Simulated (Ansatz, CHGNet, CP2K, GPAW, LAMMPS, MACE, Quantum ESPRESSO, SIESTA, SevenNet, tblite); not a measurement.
# Rapidly quenched Si57Al14Cu29 (at. %) (111 atoms): one structure in several programs

How near do other programs and methods come to a plane-wave reference for rapidly quenched Si57Al14Cu29 (at. %) (111 atoms)? A plane-wave run serves as the reference.

Method: Kohn-Sham DFT, PBE, PAW, plane waves, in Ansatz 0.2.0.

In doubt: a PseudoDojo file used here is known to give poor structures and forces (SIESTA), which bears on pressures, cells, forces and phonons.

**1. Starting point**

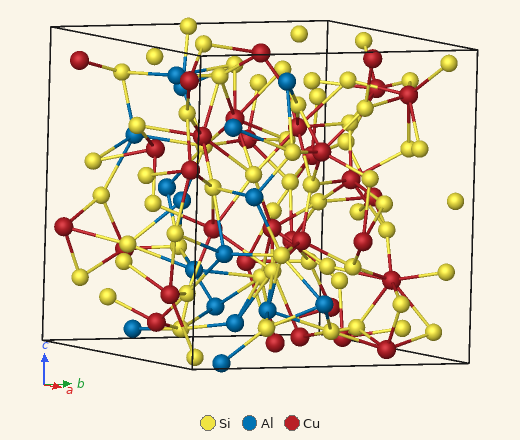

The starting structure, seen slightly off an axis (silicon yellow, aluminium blue, copper red). Bonds to atoms that aren't drawn are left out. Some periodic images of atoms are drawn too.

The cell holds 111 atoms: 63 Si, 16 Al and 32 Cu. Cell: a = 12.242 Å, b = 12.242 Å, c = 12.242 Å, α = 90.0°, β = 90.0°, γ = 90.0°. 111 atoms (63 Si, 16 Al, 32 Cu) placed at random at 3.66 g/cm³, melted at 2000 K for 10 ps at fixed volume with the MEAM Al-Si-Mg-Cu-Fe potential (Jelinek et al., Phys. Rev. B 85, 245102 (2012)). Quenched from 2000 K to 300 K at 10 K/ps and zero pressure, held 5 ps, then minimised at fixed cell.

**2. Reference: Ansatz, plane waves**

The PAW files are the set soft_2.

The input, input.yaml:

```yaml
crystal:
  lattice:
    - [12.2424, 0.0, 0.0]
    - [0.0, 12.2424, 0.0]
    - [0.0, 0.0, 12.2424]
  atoms:
    - { symbol: Si, position: [0.19464, 0.45962, 0.62883] }
    - { symbol: Si, position: [0.97621, 0.63708, 0.594] }
    - { symbol: Si, position: [0.31614, 0.06011, 0.16722] }
    - { symbol: Si, position: [0.91174, 0.98322, 0.50904] }
    [... 101 atom lines left out ...]
    - { symbol: Cu, position: [0.66578, 0.39919, 0.97088] }
    - { symbol: Cu, position: [0.45476, 0.93463, 0.82705] }
    - { symbol: Cu, position: [0.32089, 0.21468, 0.63632] }
    - { symbol: Cu, position: [0.45034, 0.83919, 0.03475] }
    - { symbol: Cu, position: [0.48852, 0.34003, 0.394] }
    - { symbol: Cu, position: [0.01493, 0.2799, 0.28827] }
kpoints:
  mp_grid: { grid: [1, 1, 1] }
hamiltonian:
  xc: pbe
scf:
  occupations: { method: fermi_dirac, width: 0.05 }
output:
  forces: true
  eigenvalues: true
  populations: true
  stress: true
```

Started as:

```console
ansatz run input.yaml --threads 4 --pin off --max-ram 15872MiB --backend cpu --events-out ev --progress --plain --runs-dir out
```

Numbers of over 12 decimals in the logs are rounded to 6 here.

What it wrote:

```text
[...]
Pseudopotentials: kind: paw
Pseudopotential: Si, paw, valence charge 4, recommended cutoff 420 eV (normal), Si.paw.azcp
Pseudopotential: Al, paw, valence charge 3, recommended cutoff 420 eV (normal), Al.paw.azcp
Pseudopotential: Cu, paw, valence charge 19, recommended cutoff 420 eV (normal), Cu.paw.azcp
[...]
Crystal: 111 atoms, lattice volume = 1834.846 Å³
Basis set: ecut = 420 eV, 35825 PW (Γ), exchange–correlation on 180×180×180 points (8 copies of the dense FFT grid, shifted against one another)
Bands: 565, of which v1, the nominal top of the filled ones, is band 454 counted from 1 (453 counted from 0)
Symmetry: 1 space group operations
Space group: P1 (ITA 1), of the structure as read, at distance tolerance 1.2e-4 Å
k-points: 1
[...]
Initial density: superposition of atomic densities (neutral atoms: chi_scale 0, normalization atom), corrected by the library's trained network
Initial wavefunctions: pseudopotential atomic-orbital guess
[...]
SCF iter   1: F=—  HF=-260619.027822 eV  |F-HF|=—  |Δ(HF+E_count)|=         —  Δρ=4.77e-3  dr2=1.38e0  ethr=1.77e-3  ⟨swp⟩=5.0  Hψ=2162  notcnv=0  defer=59
preconditioner: auto → Kerker (q_TF=auto, 2.426 Å⁻¹)  [metal: Δε(μ)=0.058 eV  Ē_g=6.685 eV  σ=0.050 eV  W_gap=0.28  n_scr=460 (ndim 8)  ℏωp=22.1 eV  f_vac=0.003  D(μ)=37.16/eV (n_scr^D=202)]
[...]
SCF iter  12: F=—  HF=-260618.864438 eV  |F-HF|=—  |Δ(HF+E_count)|=   7.92e-9  Δρ=3.02e-6  dr2=1.58e-7  ethr=4.72e-11  ⟨swp⟩=2.0  Hψ=956  notcnv=0  defer=65
SCF iter  13: F=-260618.864438 eV  HF=-260618.864438 eV  |F-HF|=1.48e-8  |Δ(HF+E_count)|=   5.36e-9  Δρ=9.30e-7  dr2=3.57e-8  ethr=1.10e-11  ⟨swp⟩=12.0  Hψ=2586  notcnv=0
SCF 1 converged in 13 iterations: F = -260618.864438 eV  dr2 = 3.57e-8
[...]
SCF converged after 13 iterations
Free energy (F): -260618.864438 eV
Harris-Foulkes:  -260618.864438 eV  (|F-HF|=1.48e-8)
Internal energy: -260618.533488 eV  (E = F + TS)
E sigma→0 (E₀):  -260618.698963 eV
Entropy (-TS):   -0.330949 eV (-2.982 meV/atom)
Fermi energy:    9.289150 eV
--- Per-component energies (eV) ---
[...]
Σ components = -260618.864438   (vs F -260618.864438, Δ=0.00e0)
--- Forces (eV/Å), atoms counted from 1 ---
  atom   1  Si     0.59584535    -1.74015465    -0.04753736
  atom   2  Si    -0.04633852     0.63598121    -0.50378516
  atom   3  Si    -1.04156871    -1.67306265     1.29753516
  atom   4  Si     0.20599324     0.13343089    -0.01003023
[...]
atom 111  Cu     0.09121049    -1.58459069     0.31385069
  max |Σ_I F_I| component: 5.80e-5 eV/Å
--- Stress (GPa, compression-positive) ---
       -2.408224       0.447199       1.102586
        0.447199      -1.716787       0.364368
        1.102586       0.364368      -1.599842
  P = ⅓ Tr σ = -1.9083 GPa (-19.083 kbar)
--- Band table (eV) ---
  k-point 0: bands = ["-105.3205", "-104.7758", "-104.5725", "-104.4430", [... 549 levels ...], "13.5440", "13.5631", "13.6069", "13.6380", "13.6586", "13.7140", "13.7604", "13.8169", "13.8422", "13.9050", "13.9253", "13.9669"]
--- Löwdin populations: 111 sites ---
  site symbol       q [e]
     0     Si      4.2680
     1     Si      4.2756
     2     Si      4.1112
[...]
110     Cu     18.2909
  spilling = 0.009257 (of n_electrons = 908.000000)
```

Elapsed: 46 s, on 4 threads of Arm Neoverse V2, shared host; peak memory 2.9 GiB; 3 min of CPU time.

In the SCF lines HF is the Harris–Foulkes energy and dr2 the Hartree energy of the density residual, in eV; the loop may stop once dr2 is under the threshold and the program's other checks hold. Hψ counts applications of the Hamiltonian.

Read from the output:

| Property | Result |
| --- | --- |
| free energy | -260618.8644 eV |
| free energy per atom | -2347.9177 eV/atom |
| SCF cycles | 13 |
| pressure | -1.908 GPa |
| r.m.s. force component | 0.676 eV/Å |
| longest force | 4.327 eV/Å |
| Fermi energy | 9.289 eV |
| levels partly filled by over 2 per cent | 8 |
| spilling of the projection | 0.009257 |

Neighbours are counted within 3.02 Å (Si-Si), 3.08 Å (Si-Cu), 3.09 Å (Si-Al), 3.12 Å (Cu-Cu), 3.12 Å (Cu-Al), 3.12 Å (Al-Al), cutoffs set anew for this text.

Length of the force by element and coordination:

| element | coordination | atoms | mean length of the force (eV/Å) | spread | least | most |
| --- | --- | --- | --- | --- | --- | --- |
| Al | all | 16 | 1.14 | 0.329 | 0.607 | 1.66 |
| Al | 5 | 1 | 1.03 | 0 | 1.03 | 1.03 |
| Al | 6 | 1 | 0.882 | 0 | 0.882 | 0.882 |
| Al | 7 | 3 | 1.32 | 0.220 | 1.04 | 1.57 |
| Al | 8 | 5 | 1.05 | 0.273 | 0.667 | 1.44 |
| Al | 9 | 2 | 1.17 | 0.490 | 0.683 | 1.66 |
| Al | 10 | 4 | 1.19 | 0.358 | 0.607 | 1.57 |
| Cu | all | 32 | 0.799 | 0.571 | 0.148 | 2.52 |
| Cu | 5 | 3 | 1.58 | 0.750 | 0.685 | 2.52 |
| Cu | 6 | 3 | 1.30 | 0.933 | 0.264 | 2.52 |
| Cu | 7 | 13 | 0.570 | 0.189 | 0.249 | 0.867 |
| Cu | 8 | 7 | 0.801 | 0.472 | 0.148 | 1.62 |
| Cu | 9 | 5 | 0.542 | 0.263 | 0.248 | 1.01 |
| Cu | 10 | 1 | 1.23 | 0 | 1.23 | 1.23 |
| Si | all | 63 | 0.915 | 0.855 | 0.113 | 4.33 |
| Si | 6 | 7 | 1.89 | 1.12 | 0.692 | 4.33 |
| Si | 7 | 21 | 0.789 | 0.642 | 0.180 | 3.26 |
| Si | 8 | 24 | 1.01 | 0.845 | 0.156 | 3.42 |
| Si | 9 | 8 | 0.369 | 0.192 | 0.147 | 0.685 |
| Si | 10 | 3 | 0.208 | 0.0678 | 0.113 | 0.267 |

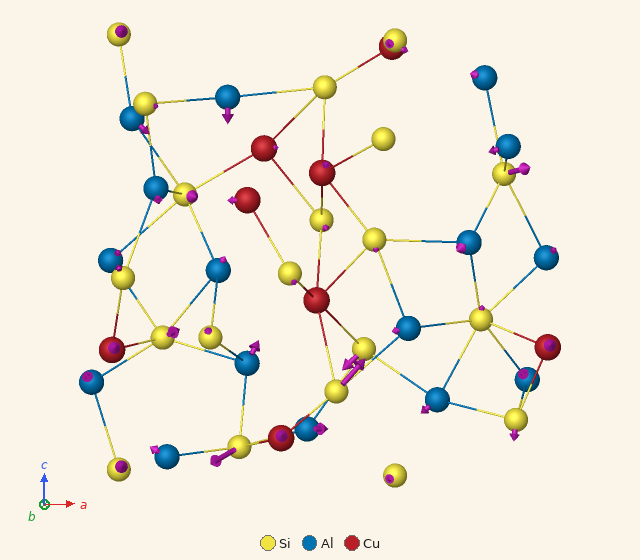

Forces as arrows; the longest in the cell is 4.33 eV/Å. Drawn is a slice 4 Å thick, seen along the normal of the ac plane. Bonds to atoms that aren't drawn are left out.

Löwdin charges by element and coordination (they lack the spilled electrons, 0.076 e an atom on average):

| element | coordination | atoms | mean charge (e) | spread | least | most |
| --- | --- | --- | --- | --- | --- | --- |
| Al | all | 16 | 0.0576 | 0.0691 | -0.0959 | 0.189 |
| Al | 5 | 1 | -0.0959 | 0 | -0.0959 | -0.0959 |
| Al | 6 | 1 | 0.11 | 0 | 0.11 | 0.11 |
| Al | 7 | 3 | 0.136 | 0.0377 | 0.103 | 0.189 |
| Al | 8 | 5 | 0.0592 | 0.0633 | 0.0016 | 0.177 |
| Al | 9 | 2 | 0.0121 | 0.0045 | 0.0076 | 0.0166 |
| Al | 10 | 4 | 0.0446 | 0.0242 | 0.0154 | 0.0822 |
| Cu | all | 32 | 0.641 | 0.0393 | 0.561 | 0.717 |
| Cu | 5 | 3 | 0.692 | 0.0268 | 0.655 | 0.717 |
| Cu | 6 | 3 | 0.652 | 0.0143 | 0.638 | 0.672 |
| Cu | 7 | 13 | 0.623 | 0.0277 | 0.575 | 0.661 |
| Cu | 8 | 7 | 0.641 | 0.0478 | 0.561 | 0.709 |
| Cu | 9 | 5 | 0.639 | 0.03 | 0.608 | 0.683 |
| Cu | 10 | 1 | 0.702 | 0 | 0.702 | 0.702 |
| Si | all | 63 | -0.207 | 0.0964 | -0.437 | -0.0169 |
| Si | 6 | 7 | -0.249 | 0.102 | -0.420 | -0.111 |
| Si | 7 | 21 | -0.271 | 0.0852 | -0.437 | -0.0922 |
| Si | 8 | 24 | -0.181 | 0.067 | -0.290 | -0.0729 |
| Si | 9 | 8 | -0.118 | 0.0672 | -0.208 | -0.0169 |
| Si | 10 | 3 | -0.108 | 0.0543 | -0.172 | -0.0388 |

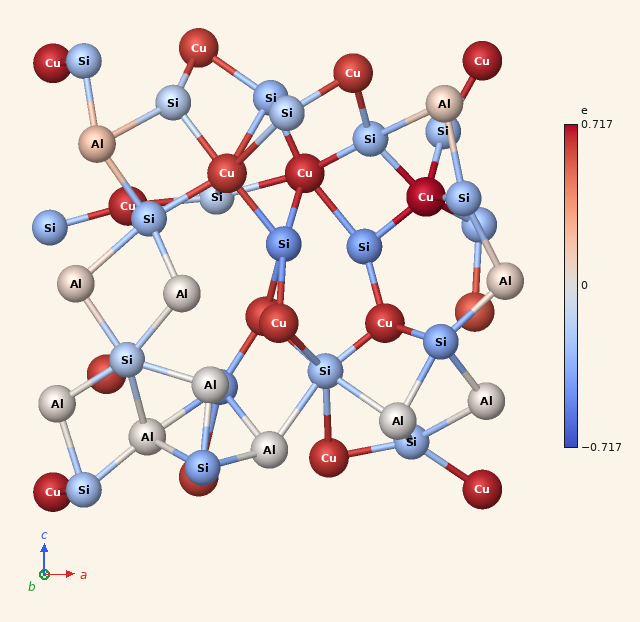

Atoms coloured by Löwdin charge. Drawn is a slice 4 Å thick, seen along the normal of the ac plane. Bonds to atoms that aren't drawn are left out.

The levels nearest the highest filled one (over half full), pooled over k-points and spins:

| level less the highest filled one (eV) | occupation |
| --- | --- |
| -0.230 | 1.98 |
| -0.218 | 1.98 |
| -0.164 | 1.94 |
| -0.118 | 1.85 |
| -0.083 | 1.73 |
| 0 | 1.09 |
| 0.0437 | 0.669 |
| 0.0543 | 0.578 |
| 0.167 | 0.082 |
| 0.175 | 0.07 |
| 0.244 | 0.018 |
| 0.272 | 0.01 |

**3. Local order**

Density 3.83 g/cm³, 16.53 Å³ an atom.

Pair distribution functions g(r), in bins of 0.2 Å:

| r (Å) | total | Si-Si | Si-Cu | Si-Al | Cu-Cu | Cu-Al | Al-Al |
| --- | --- | --- | --- | --- | --- | --- | --- |
| 2.00 | 0.11 | 0.00 | 0.34 | 0.00 | 0.00 | 0.00 | 0.00 |
| 2.20 | 0.45 | 0.00 | 1.37 | 0.00 | 0.00 | 0.00 | 0.00 |
| 2.40 | 1.68 | 0.00 | 4.21 | 1.61 | 0.47 | 0.00 | 0.00 |
| 2.60 | 1.90 | 1.34 | 2.73 | 2.27 | 1.04 | 1.45 | 0.00 |
| 2.80 | 2.47 | 3.53 | 1.31 | 2.81 | 0.94 | 2.58 | 7.23 |
| 3.00 | 0.75 | 1.03 | 0.20 | 0.97 | 0.98 | 0.80 | 1.92 |
| 3.20 | 0.69 | 1.22 | 0.35 | 0.07 | 0.29 | 0.96 | 3.36 |
| 3.40 | 0.95 | 1.27 | 0.75 | 0.31 | 0.61 | 1.73 | 2.46 |
| 3.60 | 0.87 | 1.10 | 0.80 | 0.62 | 0.88 | 0.65 | 1.32 |
| 3.80 | 0.85 | 0.79 | 1.03 | 0.56 | 0.88 | 0.68 | 1.94 |
| 4.00 | 0.88 | 0.85 | 1.04 | 0.50 | 0.98 | 0.90 | 1.42 |
| 4.20 | 0.82 | 0.91 | 0.84 | 0.46 | 1.52 | 0.39 | 0.97 |
| 4.40 | 0.93 | 0.76 | 1.05 | 0.82 | 1.98 | 0.37 | 0.29 |
| 4.60 | 1.00 | 0.88 | 1.11 | 0.76 | 1.21 | 1.21 | 1.35 |
| 4.80 | 1.10 | 0.88 | 1.18 | 1.19 | 1.12 | 1.00 | 3.00 |
| 5.00 | 1.16 | 0.90 | 1.10 | 1.42 | 1.42 | 1.13 | 2.99 |
| 5.20 | 1.12 | 1.24 | 1.11 | 1.05 | 1.05 | 1.26 | 0.00 |
| 5.40 | 1.04 | 1.31 | 0.87 | 0.99 | 0.78 | 0.98 | 1.37 |
| 5.60 | 1.09 | 1.33 | 0.98 | 1.20 | 1.00 | 0.64 | 0.37 |
| 5.80 | 0.86 | 0.88 | 0.79 | 1.02 | 0.89 | 0.72 | 1.01 |
| 6.00 | 0.96 | 0.86 | 1.01 | 1.13 | 1.15 | 0.67 | 0.80 |

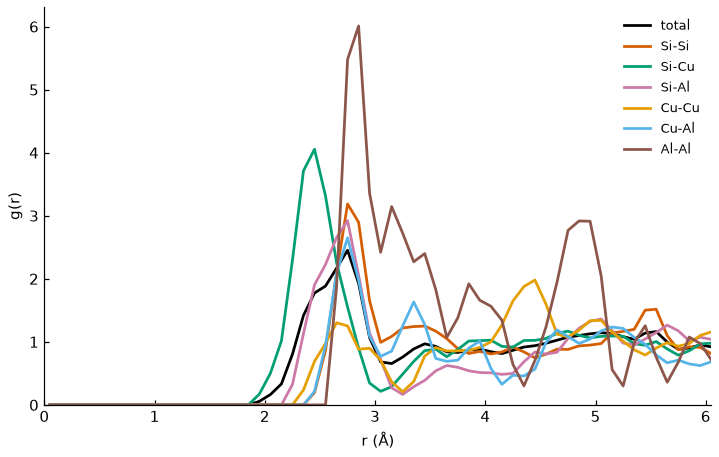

Pair distribution functions, lightly smoothed.

Bonds by pair of elements; cutoffs follow the first minimum of g(r), held within bounds set by covalent radii, and pairs that aren't listed don't count as bonded (cutoffs were set anew for this text, so counts can differ from the run's own analysis):

| pair A-B | cutoff (Å) | bonds | mean length (Å) | spread (Å) | shortest (Å) | B about A | A about B |
| --- | --- | --- | --- | --- | --- | --- | --- |
| Si-Si | 3.02 | 117 | 2.79 | 0.11 | 2.54 | 3.71 | 3.71 |
| Si-Cu | 3.08 | 173 | 2.50 | 0.198 | 2.02 | 2.75 | 5.41 |
| Si-Al | 3.09 | 76 | 2.70 | 0.188 | 2.33 | 1.21 | 4.75 |
| Cu-Cu | 3.12 | 18 | 2.75 | 0.175 | 2.43 | 1.12 | 1.12 |
| Cu-Al | 3.12 | 26 | 2.78 | 0.135 | 2.56 | 0.812 | 1.62 |
| Al-Al | 3.12 | 14 | 2.86 | 0.108 | 2.73 | 1.75 | 1.75 |

How many atoms have how many bonded neighbours:

| element | mean | 5 | 6 | 7 | 8 | 9 | 10 |
| --- | --- | --- | --- | --- | --- | --- | --- |
| Al | 8.12 | 1 | 1 | 3 | 5 | 2 | 4 |
| Cu | 7.34 | 3 | 3 | 13 | 7 | 5 | 1 |
| Si | 7.67 | 0 | 7 | 21 | 24 | 8 | 3 |

**4. The ladder**

The programs:
- CHGNet: machine-learned potential, published weights.
- CP2K 2026.2: Gaussian basis with GTH pseudopotentials and a plane-wave density; labels give functional, basis (MOLOPT sets; SR short-range, UZH the newer set with its own potentials), grid cutoff/relative cutoff and solver (OT: orbital transformation; TRS4, TC2, SIGN: linear-scaling purification with its sparsity filter), or its built-in tight binding.
- GPAW 26.7.0: PAW with atomic orbitals (LCAO), plane waves or a real-space grid of spacing h.
- MACE: machine-learned potential, published weights.
- Quantum ESPRESSO 7.5: plane waves; labels (QE) give functional, pseudopotential set and cutoffs of waves/density.
- SIESTA 5.4.2: numerical atomic orbitals, whose automatically made sets are far from complete, with PseudoDojo norm-conserving potentials that we converted to its format (checked against plane waves on the same files for H, C, O, Si, Ge and Ca alone); labels give functional, basis size, energy shift and mesh cutoff.
- SevenNet: machine-learned potential, published weights.

All use the same cell and atoms; the electronic-structure runs use the same k-mesh, and an electronic temperature of 580 K (0.05 eV) where levels are smeared.

(Part 1 of 2 ends here.)

[Also dropped from logs without a mark: logging warnings of Python, and SIESTA's first energy breakdown and zero terms.]

[Logs are printed without paths, hosts, clocks, repeated set-up lines and the standing remarks that a program may print on its own settings, such as how far it seeks lower states.]

[Hosts, paths, dates, database ids (printed as entryN), source tags and the programs' standing remarks are cut or masked in the printed files.]
